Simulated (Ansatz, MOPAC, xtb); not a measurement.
# A ladder of methods for CH2F2 (difluoromethane)

CH2F2, singlet, SMILES `FCF`. Each level relaxes the structure for itself.

Each level gives the zero-point energy at each level's own minimum (kJ/mol). The values are calculated.

| level | kind | program | value (kJ/mol) |
| --- | --- | --- | --- |
| PM6 | semi-empirical | MOPAC | 77.2 |
| PM6-D3 | semi-empirical | MOPAC | 77.1 |
| PM7 | semi-empirical | MOPAC | 79.7 |
| GFN1-xTB | semi-empirical | xtb | 82.2 |
| SVWN5/def2-TZVP | LDA | Ansatz | 83.0 |
| r2SCAN/def2-TZVP | meta-GGA | Ansatz | 85.4 |
| PBE0-D4/def2-TZVP | global hybrid | Ansatz | 86.4 |
| B3LYP-D4/def2-TZVP | global hybrid | Ansatz | 85.7 |
| wB97X-V/def2-TZVP | range-separated hybrid | Ansatz | 86.6 |

Harmonic and unscaled. The values span 77.1 to 86.6 kJ/mol.

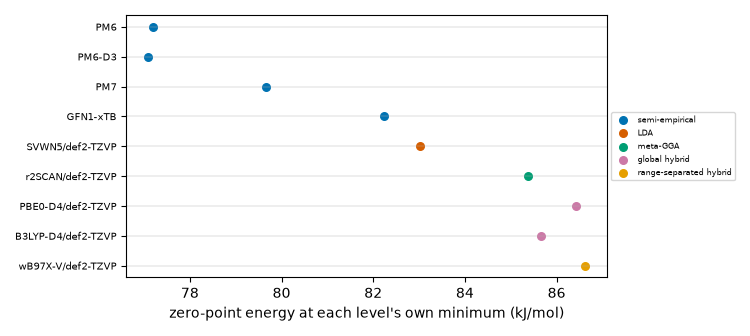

The values of the table, level by level.
